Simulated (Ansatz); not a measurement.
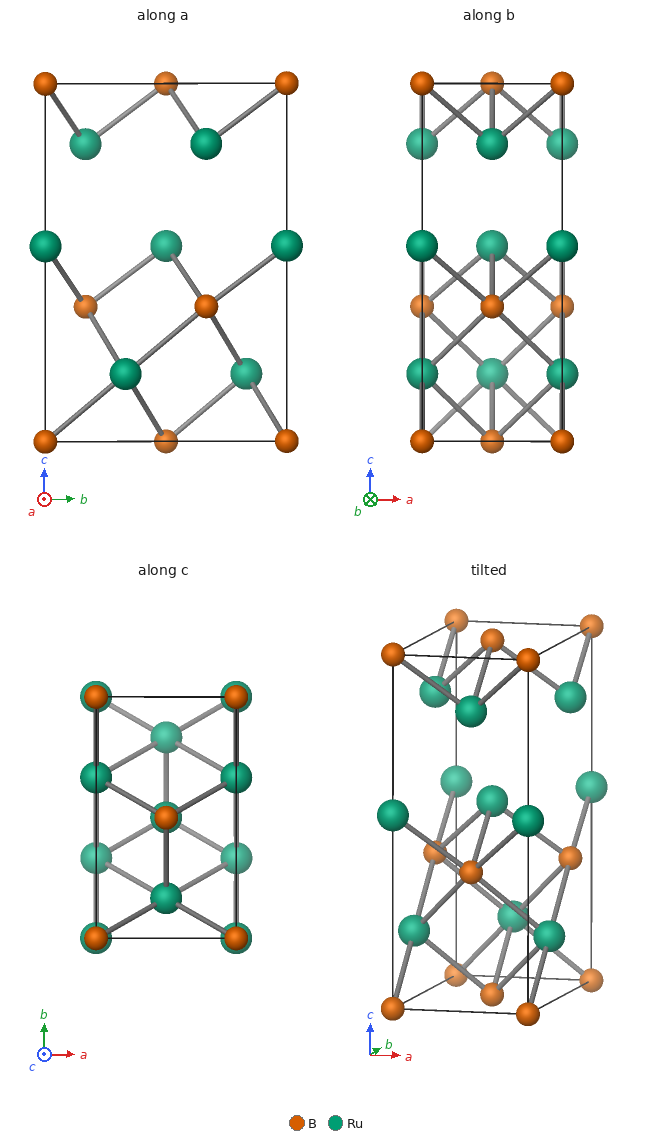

The crystal in a ball-and-stick representation, seen along the a axis, along the b axis, along the c axis and slightly off an axis. The wireframe shows the unit cell.

Lattice parameters: a = 2.935 Å, b = 5.056 Å, c = 7.494 Å, α = 89.83°, β = 90.06°, γ = 90.03°. Put a along x and b in the xy plane.

**Turn the picture into a POSCAR file, with free fractional coordinates to two decimals.**

```
B Ru
1.0
     2.935    0.000    0.000
    -0.003    5.056    0.000
    -0.008    0.022    7.494
B Ru
4 6
Direct
  0.00 0.00 0.00
  0.50 0.50 0.00
  0.50 0.17 0.38
  0.00 0.67 0.38
  0.00 0.00 0.55
  0.50 0.50 0.55
  0.50 0.17 0.83
  0.00 0.67 0.83
  0.50 0.83 0.19
  0.00 0.33 0.19
```

The cell started as a structure type filled with these elements by a generator (whether the compound takes this form wasn't checked). The geometry was optimised with Ansatz, DFT PBE, scalar-relativistic, plane waves, PAW.
